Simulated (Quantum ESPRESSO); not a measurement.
**C (Fd-3m): a volume series of phonon spectra**

Which modes of C drive its thermal expansion?

Measurements to reproduce:
- volume expansion coefficient 3.5 1e-6/K and bulk modulus 442 GPa near room temperature (given in “High-Throughput Prediction of Finite-Temperature Properties using the Quasi-Harmonic Approximation”, 2016, arXiv:1603.06924)

Program: Quantum ESPRESSO 7.5. Level of theory: DFT PBE, scalar-relativistic, plane waves, GBRV ultrasoft pseudopotentials. Results are calculated unless marked as measured.

### 1. The structure

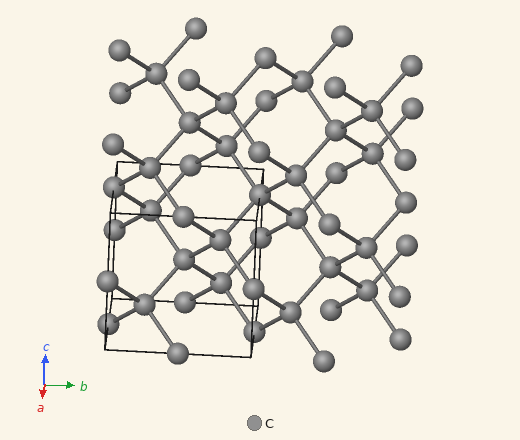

Start, viewed slightly off an axis; carbon grey. 1×2×2 cells are drawn. This picture shows the conventional cell, with its axes. Some periodic images of atoms are drawn too.

### 2. A first coarse run

A cheap single point shows whether the cell is a metal or an insulator and how far it is from rest; that sets the k-mesh and the occupations of what follows.

File probe.in:

```
&CONTROL
  calculation = 'scf'
  prefix      = 'x'
  outdir      = './tmp'
  pseudo_dir  = './pseudo'
  tprnfor     = .true.
  tstress     = .true.
  verbosity   = 'high'
/
&SYSTEM
  ibrav       = 0
  nat         = 2
  ntyp        = 1
  ecutwfc     = 45.0
  ecutrho     = 270.0
  occupations = 'smearing'
  smearing    = 'gaussian'
  degauss     = 0.01
/
&ELECTRONS
  conv_thr         = 1.0d-07
  mixing_beta      = 0.7
  electron_maxstep = 100
/
ATOMIC_SPECIES
 C      12.0110  C.upf
CELL_PARAMETERS angstrom
     0.000000000    1.783370000    1.783370000
     1.783370000    0.000000000    1.783370000
     1.783370000    1.783370000    0.000000000
ATOMIC_POSITIONS crystal
 C      0.000000000   0.000000000   0.000000000
 C      0.250000000   0.250000000   0.250000000
K_POINTS automatic
 8 8 8 0 0 0
```

Started as:

```sh
$ OMP_NUM_THREADS=1 mpirun -n 4 pw.x -nk 4 -in probe.in > probe.out
```

What it wrote:

```text
Program PWSCF v.7.5

     This program is part of the open-source Quantum ESPRESSO suite
     for quantum simulation of materials; please cite
         "P. Giannozzi et al., J. Phys.:Condens. Matter 21 395502 (2009);
         "P. Giannozzi et al., J. Phys.:Condens. Matter 29 465901 (2017);
         "P. Giannozzi et al., J. Chem. Phys. 152 154105 (2020);
     in publications or presentations arising from this work. More details at

     Message from routine setup:
     using ibrav=0 with symmetry is DISCOURAGED, use correct ibrav instead

     G-vector sticks info
     --------------------
     sticks:   dense  smooth     PW     G-vecs:    dense   smooth      PW
     Sum         421     283     91                 5769     3119     609

     Using Slab Decomposition

     bravais-lattice index     =            0
     lattice parameter (alat)  =       4.7660  a.u.
     unit-cell volume          =      76.5510 (a.u.)^3
     number of atoms/cell      =            2
     number of atomic types    =            1
     number of electrons       =         8.00
     number of Kohn-Sham states=            8
     kinetic-energy cutoff     =      45.0000  Ry
     charge density cutoff     =     270.0000  Ry
     scf convergence threshold =      1.0E-07
     mixing beta               =       0.7000
     number of iterations used =            8  plain     mixing
     Exchange-correlation= SLA  PW   PBE  PBE
                           (   1   4   3   4   0   0   0)

     celldm(1)=   4.766014  celldm(2)=   0.000000  celldm(3)=   0.000000
     celldm(4)=   0.000000  celldm(5)=   0.000000  celldm(6)=   0.000000

     crystal axes: (cart. coord. in units of alat)
               a(1) = (   0.000000   0.707107   0.707107 )
               a(2) = (   0.707107   0.000000   0.707107 )
               a(3) = (   0.707107   0.707107   0.000000 )

     reciprocal axes: (cart. coord. in units 2 pi/alat)
               b(1) = ( -0.707107  0.707107  0.707107 )
               b(2) = (  0.707107 -0.707107  0.707107 )
               b(3) = (  0.707107  0.707107 -0.707107 )

     PseudoPot. # 1 for C  read from file:
     ./pseudo/C.upf
     Pseudo is Ultrasoft + core correction, Zval =  4.0
     Using radial grid of  721 points,  4 beta functions with:
                l(1) =   0
                l(2) =   0
                l(3) =   1
                l(4) =   1
     Q(r) pseudized with  8 coefficients,  rinner =    1.100   1.100   1.100

     atomic species   valence    mass     pseudopotential
     C                 4.00    12.01100     C ( 1.00)

     48 Sym. Ops., with inversion, found (24 have fractional translation)

                                    s                        frac. trans.

      isym =  1     identity

 cryst.   s( 1) = (     1          0          0      )
                  (     0          1          0      )
                  (     0          0          1      )

 cart.    s( 1) = (  1.0000000 -0.0000000  0.0000000 )
                  ( -0.0000000  1.0000000  0.0000000 )
                  ( -0.0000000  0.0000000  1.0000000 )

      isym =  2     180 deg rotation - cart. axis [0,0,1]

 cryst.   s( 2) = (     0          1         -1      )
                  (     1          0         -1      )
                  (     0          0         -1      )

 cart.    s( 2) = ( -1.0000000  0.0000000  0.0000000 )
                  (  0.0000000 -1.0000000  0.0000000 )
                  (  0.0000000 -0.0000000  1.0000000 )

      isym =  3     180 deg rotation - cart. axis [0,1,0]

 cryst.   s( 3) = (     0         -1          1      )
                  (     0         -1          0      )
                  (     1         -1          0      )

 cart.    s( 3) = ( -1.0000000 -0.0000000 -0.0000000 )
                  (  0.0000000  1.0000000 -0.0000000 )
                  (  0.0000000  0.0000000 -1.0000000 )

      isym =  4     180 deg rotation - cart. axis [1,0,0]

 cryst.   s( 4) = (    -1          0          0      )
                  (    -1          0          1      )
                  (    -1          1          0      )

 cart.    s( 4) = (  1.0000000  0.0000000 -0.0000000 )
                  ( -0.0000000 -1.0000000 -0.0000000 )
                  ( -0.0000000 -0.0000000 -1.0000000 )

      isym =  5     180 deg rotation - cart. axis [1,1,0]

 cryst.   s( 5) = (    -1          0          1      )    f =( -0.2500000 )
                  (     0         -1          1      )       ( -0.2500000 )
                  (     0          0          1      )       ( -0.2500000 )

 cart.    s( 5) = ( -0.0000000  1.0000000 -0.0000000 )    f =( -0.3535534 )
                  (  1.0000000 -0.0000000 -0.0000000 )       ( -0.3535534 )
                  (  0.0000000 -0.0000000 -1.0000000 )       ( -0.3535534 )

      isym =  6     180 deg rotation - cart. axis [1,-1,0]

 cryst.   s( 6) = (     0         -1          0      )    f =( -0.2500000 )
                  (    -1          0          0      )       ( -0.2500000 )
                  (     0          0         -1      )       ( -0.2500000 )

 cart.    s( 6) = (  0.0000000 -1.0000000 -0.0000000 )    f =( -0.3535534 )
                  ( -1.0000000  0.0000000 -0.0000000 )       ( -0.3535534 )
                  ( -0.0000000  0.0000000 -1.0000000 )       ( -0.3535534 )

      isym =  7      90 deg rotation - cart. axis [0,0,-1]

 cryst.   s( 7) = (     0          1          0      )    f =( -0.2500000 )
                  (     0          1         -1      )       ( -0.2500000 )
                  (    -1          1          0      )       ( -0.2500000 )

 cart.    s( 7) = (  0.0000000  1.0000000  0.0000000 )    f =( -0.3535534 )
                  ( -1.0000000 -0.0000000  0.0000000 )       ( -0.3535534 )
                  ( -0.0000000 -0.0000000  1.0000000 )       ( -0.3535534 )

      isym =  8      90 deg rotation - cart. axis [0,0,1]

 cryst.   s( 8) = (     1          0         -1      )    f =( -0.2500000 )
                  (     1          0          0      )       ( -0.2500000 )
                  (     1         -1          0      )       ( -0.2500000 )

 cart.    s( 8) = ( -0.0000000 -1.0000000  0.0000000 )    f =( -0.3535534 )
                  (  1.0000000  0.0000000  0.0000000 )       ( -0.3535534 )
                  (  0.0000000  0.0000000  1.0000000 )       ( -0.3535534 )

      isym =  9     180 deg rotation - cart. axis [1,0,1]

 cryst.   s( 9) = (    -1          1          0      )    f =( -0.2500000 )
[...]
cart.    s( 9) = (  0.0000000  0.0000000  1.0000000 )    f =( -0.3535534 )
[...]
k = 0.3536 0.1768-0.1768 (   390 PWs)   bands (ev):

    -4.7231   4.2416   9.8236  10.1520  20.3616  23.4364  23.4391  26.8380

     occupation numbers
     1.0000   1.0000   1.0000   1.0000   0.0000   0.0000   0.0000   0.0000

          k =-0.2652-0.4419 0.4419 (   389 PWs)   bands (ev):

[...]
occupation numbers
[...]
k =-0.1768-0.3536 0.3536 (   392 PWs)   bands (ev):

[...]
occupation numbers
[...]
k =-0.0884-0.2652 0.2652 (   389 PWs)   bands (ev):

[...]
occupation numbers
[...]
k = 0.0000-0.1768 0.1768 (   381 PWs)   bands (ev):

[...]
occupation numbers
[...]
k = 0.3536 0.0000 0.0000 (   375 PWs)   bands (ev):

[...]
occupation numbers
[...]
k = 0.4419 0.0884-0.0884 (   393 PWs)   bands (ev):

[...]
occupation numbers
[...]
k =-0.1768-0.5303 0.5303 (   395 PWs)   bands (ev):

[...]
occupation numbers
[...]
k =-0.0884-0.4419 0.4419 (   394 PWs)   bands (ev):

[...]
occupation numbers
[...]
k = 0.0000-0.3536 0.3536 (   399 PWs)   bands (ev):

[...]
k = 0.5303-0.0000 0.0000 (   387 PWs)   bands (ev):

[...]
k =-0.0884-0.6187 0.6187 (   391 PWs)   bands (ev):

[...]
k = 0.0000-0.5303 0.5303 (   391 PWs)   bands (ev):

[...]
k =-0.7071 0.0000 0.0000 (   388 PWs)   bands (ev):

[...]
k = 0.3536 0.1768 0.0000 (   387 PWs)   bands (ev):

[...]
occupation numbers
[...]
k =-0.2652-0.4419 0.6187 (   393 PWs)   bands (ev):

[...]
occupation numbers
[...]
k =-0.1768-0.3536 0.5303 (   384 PWs)   bands (ev):

[...]
occupation numbers
[...]
k =-0.1768-0.5303 0.7071 (   397 PWs)   bands (ev):

[...]
occupation numbers
[...]
k =-0.0884-0.4419 0.6187 (   390 PWs)   bands (ev):

    -0.3559   2.1929   4.9399   7.0001  20.8915  24.2570  25.8883  28.2748

     occupation numbers
     1.0000   1.0000   1.0000   1.0000   0.0000   0.0000   0.0000   0.0000

          k = 0.0000-0.3536 0.5303 (   391 PWs)   bands (ev):

    -1.1471   2.9547   4.4833   7.8745  21.7289  24.1210  26.4271  27.8794

     occupation numbers
     1.0000   1.0000   1.0000   1.0000   0.0000   0.0000   0.0000   0.0000

          k =-0.7071 0.1768-0.0000 (   392 PWs)   bands (ev):

     0.9368   0.9368   6.0348   6.0348  20.2360  20.2360  28.9046  28.9046

     occupation numbers
     1.0000   1.0000   1.0000   1.0000   0.0000   0.0000   0.0000   0.0000

          k =-0.7071 0.3536 0.0000 (   396 PWs)   bands (ev):

     1.3910   1.3910   5.0267   5.0267  23.9765  23.9765  25.6748  25.6748

     occupation numbers
     1.0000   1.0000   1.0000   1.0000   0.0000   0.0000   0.0000   0.0000

     the Fermi energy is    16.1387 ev

!    total energy              =     -22.96156243 Ry
     estimated scf accuracy    <          7.8E-09 Ry
     smearing contrib. (-TS)   =      -0.00000000 Ry
     internal energy E=F+TS    =     -22.96156243 Ry

     The total energy is F=E-TS. E is the sum of the following terms:
     one-electron contribution =       8.05172128 Ry
     hartree contribution      =       1.93325427 Ry
     xc contribution           =      -7.37184947 Ry
     ewald contribution        =     -25.57468850 Ry

     convergence has been achieved in   5 iterations

     Forces acting on atoms (cartesian axes, Ry/au):

     atom    1 type  1   force =    -0.00000000    0.00000000   -0.00000000
     atom    2 type  1   force =     0.00000000   -0.00000000    0.00000000
     The non-local contrib.  to forces
     atom    1 type  1   force =     0.00000000   -0.00000000    0.00000000
     atom    2 type  1   force =    -0.00000000    0.00000000   -0.00000000
     The ionic contribution  to forces
     atom    1 type  1   force =     0.00000000    0.00000000    0.00000000
     atom    2 type  1   force =     0.00000000   -0.00000000    0.00000000
     The local contribution  to forces
     atom    1 type  1   force =     0.00000000    0.00000000    0.00000000
     atom    2 type  1   force =     0.00000000   -0.00000000    0.00000000
     The core correction contribution to forces
     atom    1 type  1   force =    -0.00000000   -0.00000000    0.00000000
     atom    2 type  1   force =     0.00000000    0.00000000   -0.00000000
     The Hubbard contrib.    to forces
     atom    1 type  1   force =     0.00000000    0.00000000    0.00000000
     atom    2 type  1   force =     0.00000000    0.00000000    0.00000000
     The SCF correction term to forces
     atom    1 type  1   force =     0.00000000   -0.00000000   -0.00000000
     atom    2 type  1   force =    -0.00000000   -0.00000000    0.00000000

     Total force =     0.000000     Total SCF correction =     0.000000

     Computing stress (Cartesian axis) and pressure

          total   stress  (Ry/bohr**3)                   (kbar)     P=       15.33
   0.00010423  -0.00000000  -0.00000000           15.33       -0.00       -0.00
  -0.00000000   0.00010423  -0.00000000           -0.00       15.33       -0.00
  -0.00000000  -0.00000000   0.00010423           -0.00       -0.00       15.33

     kinetic stress (kbar)  17120.83     -0.00      0.00
                               -0.00  17120.83      0.00
                                0.00      0.00  17120.83

     local   stress (kbar)  -1155.60      0.00      0.00
                                0.00  -1155.60      0.00
                                0.00      0.00  -1155.60

     nonloc. stress (kbar)   3580.81     -0.00      0.00
                               -0.00   3580.81      0.00
                                0.00      0.00   3580.81

     hartree stress (kbar)   1238.35     -0.00     -0.00
                               -0.00   1238.35     -0.00
                               -0.00     -0.00   1238.35

     exc-cor stress (kbar)  -3861.29      0.00     -0.00
                                0.00  -3861.29     -0.00
                               -0.00     -0.00  -3861.29

     corecor stress (kbar)   -525.81      0.00      0.00
                                0.00   -525.81     -0.00
                                0.00     -0.00   -525.81

     ewald   stress (kbar) -16381.96     -0.00     -0.00
                               -0.00 -16381.96      0.00
                               -0.00      0.00 -16381.96

     hubbard stress (kbar)      0.00      0.00      0.00
                                0.00      0.00      0.00
                                0.00      0.00      0.00

     DFT-D   stress (kbar)      0.00      0.00      0.00
[...]
XDM     stress (kbar)      0.00      0.00      0.00
[...]
dft-nl  stress (kbar)      0.00      0.00      0.00
                                0.00      0.00      0.00
                                0.00      0.00      0.00

     TS-vdW  stress (kbar)      0.00      0.00      0.00
                                0.00      0.00      0.00
                                0.00      0.00      0.00

     MDB     stress (kbar)      0.00      0.00      0.00
                                0.00      0.00      0.00
                                0.00      0.00      0.00

     3D-RISM stress (kbar)      0.00      0.00      0.00
                                0.00      0.00      0.00
                                0.00      0.00      0.00

     Writing all to output data dir ./tmp/x.save/ :
     XML data file, charge density, pseudopotentials, collected wavefunctions

   JOB DONE.
```

Wall time 0.99 s (4 MPI ranks of Arm Neoverse V2, shared host).

A gap read on the k-mesh alone can miss the band edges.

This step gave:

```yaml
volume_per_atom: 5.672 Å³
pressure: 1.533 GPa
gap_on_the_k_mesh: 4.151 eV
```

The start is under 1.5 GPa at this level and looks like an insulator or semiconductor on this mesh.

(Part 1 of 6 ends here.)

[Logs are printed without paths, hosts, clocks, repeated set-up lines and the standing remarks that a program may print on its own settings, such as how far it seeks lower states.]

[Hosts, paths, dates, database ids (printed as entryN), source tags and the programs' standing remarks are cut or masked in the printed files.]

[A step with changed settings may run another functional than the one named; its input shows which.]

[Of the runs on displaced cells, only some may be shown.]
